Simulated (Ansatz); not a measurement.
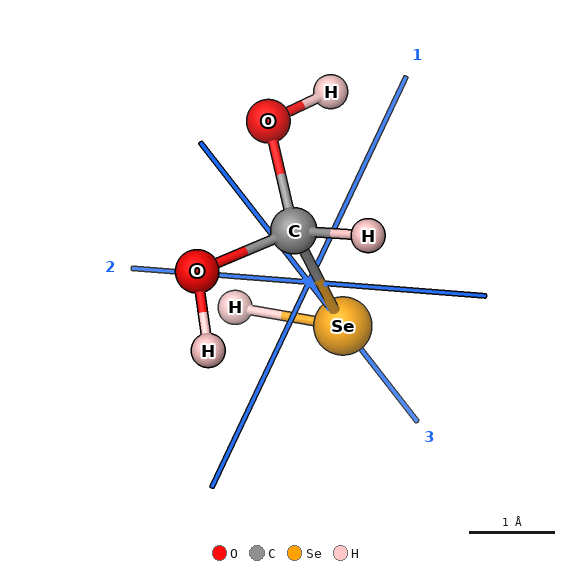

The three principal axes of inertia are drawn and numbered. Distant atoms are faded towards the background colour. The geometry was computed by an optimisation with PBE0-D4/def2-TZVP. Masses are those of the most abundant isotopes; constants are for the rigid equilibrium geometry.

Question: Which line is the a axis (least moment of inertia), which b and which c?

Answer: a is line 3, b is line 1, c is line 2; the moments are 52.1, 185, 223 u Å².

Question: What kind of rotor is it, and what are its rotational constants in GHz?

Answer: An asymmetric top (Cs): A = 9.71, B = 2.73, C = 2.26 GHz. Ray's parameter κ is −0.87, close to the prolate limit.
